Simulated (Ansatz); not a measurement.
Starting cell, Ca2Si (space group Pnma):

```
Ca2Si
1.0
    7.27248     0.00000     0.00000
    0.00000     4.74909     0.00000
    0.00000     0.00000     8.81450
Ca Si
8 4
Cartesian
  2.46185   3.56182   0.66269
  4.81063   1.18727   8.15182
  1.17439   1.18727   5.06994
  6.09808   3.56182   3.74456
  0.13595   1.18727   1.63068
  7.13652   3.56182   7.18383
  3.50029   3.56182   6.03793
  3.77219   1.18727   2.77658
  5.45759   1.18727   5.31411
  1.81489   3.56182   3.50039
  5.45113   3.56182   0.90686
  1.82135   1.18727   7.90764
```

The atoms are displaced by Q × the pattern below (from a DFPT mode at Γ, largest move 1; Q in Å), at fixed cell.

```csv
atom,x,y,z
Ca1,-0.350,0.000,0.210
Ca2,0.350,0.000,-0.210
Ca3,0.350,0.000,0.210
Ca4,-0.350,0.000,-0.210
Ca5,0.194,0.000,-0.404
Ca6,-0.194,0.000,0.404
Ca7,-0.194,0.000,-0.404
Ca8,0.194,0.000,0.404
Si9,0.990,0.000,0.143
Si10,-0.990,0.000,-0.143
Si11,-0.990,0.000,0.143
Si12,0.990,0.000,-0.143
```

Calculation: LDA (plane waves to 420 eV, PAW, scalar-relativistic; Ansatz, an electronic-structure program). k mesh 4×6×3 (Γ-centred), Fermi-Dirac smearing 0.05 eV. Energies are smeared free energies. Ca2Si was relaxed with its symmetry unable to fall. ΔE is measured from the undisplaced structure.

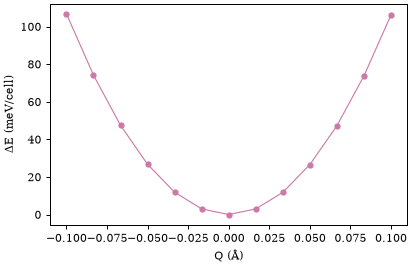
ΔE (meV/cell) against Q (Å); computed points joined by lines.

The energy at Q = 0.100 Å comes out as 106.2 meV/cell. Harmonic wavenumber from the curvature (finite differences): 184 cm⁻¹. Space group of the distorted cell: Pnma (No. 62), as undistorted: a fully symmetric mode. Wavenumber by perturbation theory (DFPT, on another k mesh): 184 cm⁻¹. Shape of the curve: a single well with its minimum at or next to zero displacement.

E″ = 21.30 eV/Å², M = Σ mᵢ|uᵢ|² = 171.3 u, ν̃ = 521.5·√(|E″|/M).

(A displaced cell: forces are minus the slopes of the energy, force constants its curvatures, and phonons follow from these.)
